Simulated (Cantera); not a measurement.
A closed system holds: 1 mol SrCl₂, 96 mol N₂, 0.65 mol H₂O, equilibrated at 1.33 mbar.

Method: chemical equilibrium by Gibbs-energy minimisation in Cantera with the NASA 1993 tables (ideal gas, pure condensed phases). Candidate condensed phases: H₂O, NH₄Cl, Sr, SrCl₂, SrO, Sr(OH)₂; 35 gas species. Mutual solubility and eutectic melting of coexisting phases are not modelled. Condensed phases not in the tables: oxide chlorides. Equilibrium is a limit: real reactors are often held back by kinetics, nucleation or transport.

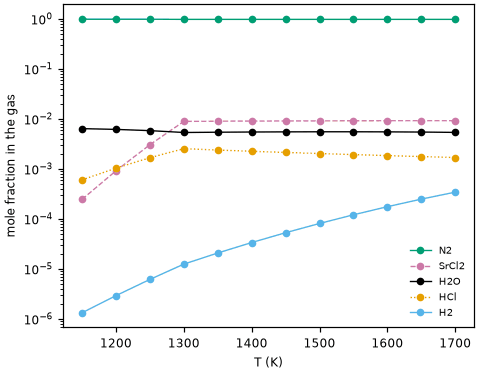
Figure. Equilibrium gas composition (values under 1e-9 drawn at 1e-9)

From 1150 K to 1250 K the condensed part is SrCl₂(l) + SrO(s). From 1300 K to 1700 K the condensed part is SrO(s). The main Sr-bearing gas is SrCl₂ throughout. The share of Sr in condensed phases is highest at 1150 K (97.6 %) and lowest at 1700 K (9.6 %).
